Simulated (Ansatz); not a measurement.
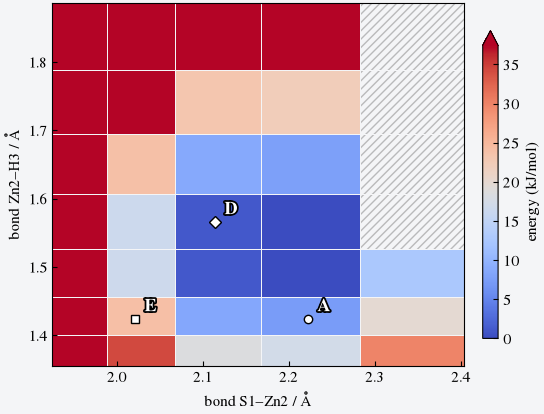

HSZn, SMILES [S][ZnH], spin multiplicity 2. Two internal coordinates are moved rigidly from the geometry relaxed at PBE0-D4/def2-TZVP, all others fixed. First axis: bond S1–Zn2. Second axis: bond Zn2–H3. The grid has 5 × 7 points. At 4 points there is no value. Points are written as (first, second). Energies are in kJ/mol, from the lowest grid point. Computed with UKS PBE0-D4/def2-TZVPP in Ansatz 0.2.0.

In the figure: one coloured cell a grid point, one colour for all values above the top of the scale, hatched blanks where no value was computed, lettered points.

Rank the lettered points by energy, lowest first.

D (1.1 kJ/mol), A (7.2 kJ/mol), E (24.0 kJ/mol).
